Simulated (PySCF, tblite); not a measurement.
# C5H8FO radical: geometry, infrared bands and EPR parameters

Wanted: the infrared bands and EPR parameters of C5H8FO radical (`C[CH][C@@](C)(F)C=O`), by calculation.

The runs use tblite 0.8.0 and PySCF 2.14.0, with density-fitted response routines of our own; the level of theory stands in each step. All values are computed, except where a source is named. Atoms are numbered from 0 throughout.

## 1. Starting geometry

15 atoms, charge 0, multiplicity 2; geometry from: force field or distance geometry start.

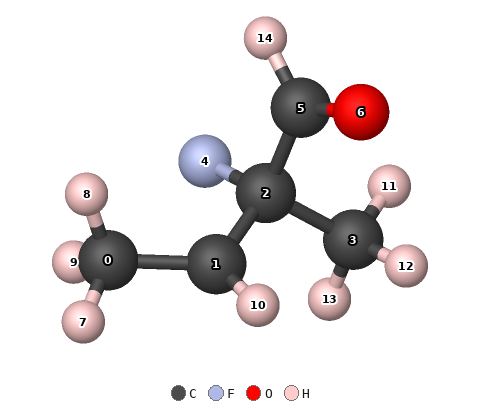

As it starts; carbon dark grey, fluorine light blue, oxygen red, hydrogen pink, atoms numbered; sticks join atoms by distance.

## 2. Optimising the geometry with GFN2-xTB

What the job is given:

```
{"job": {"kind": "relax", "xc": "GFN2-xTB", "basis": "xTB"}, "charge": 0, "multiplicity": 2}
C      2.122500     0.134100    -0.055900
C      0.718500     0.322000    -0.559000
C     -0.420800    -0.267100     0.215000
C     -1.527700    -0.746100    -0.732700
F     -0.009000    -1.342800     0.946900
C     -0.997100     0.801700     1.142900
O     -1.526100     1.851100     0.777800
H      2.832000     0.516300    -0.792400
H      2.270800     0.688100     0.876600
H      2.330300    -0.921300     0.122100
H      0.523300     1.060100    -1.316000
H     -2.364500    -1.175700    -0.147800
H     -1.929200     0.051800    -1.343700
H     -1.150800    -1.553400    -1.377800
H     -0.876700     0.589200     2.222100
```

Started as:

```console
> OMP_NUM_THREADS=1 python probes_run.py task.json out
```

This one command runs all jobs of the session in turn.

**Question.** This job is followed by: GFN2-xTB harmonic vibrations, gas phase; UKS B3LYP, pcH-1 on C F H O, non-relativistic, mean-field spin-orbit, GIAO. What will the session give for the following? strongest single infrared mode (GFN2-xTB); zero-point energy (GFN2-xTB); g(iso) (B3LYP); ⟨S²⟩; largest a(iso); surface potential, least and greatest.

As calculated:

| quantity | value |
| --- | --- |
| strongest single infrared mode (GFN2-xTB) | 1464 cm⁻¹, 133 km/mol |
| zero-point energy (GFN2-xTB) | 73.6 kcal/mol |
| g(iso) (B3LYP) | 2.00879 |
| ⟨S²⟩ | 0.757 (exact 0.75) |
| largest a(iso) | 19F on F4, 96.0 MHz |
| surface potential, least and greatest | -1.74 V and 1.04 V |

The optimisation took 110 steps and gained 0.538 eV; among the close pairs (by a distance rule), C1–C5 changed most, from 2.464 to 1.582 Å. No mode is imaginary among the 39: a minimum at this level. The strongest single mode, at 1464 cm⁻¹, moves mainly C5 and O6. Unscaled tight-binding wavenumbers are off by several per cent, some by more. Its intensities can rank the bands wrongly. The structure rearranged or came apart on optimisation; the results belong to the end geometry, not to the formula as drawn. The largest share of the spin, 0.54 e, sits on O6. The isotropic g lies 6.5 ppt above the free-electron value.
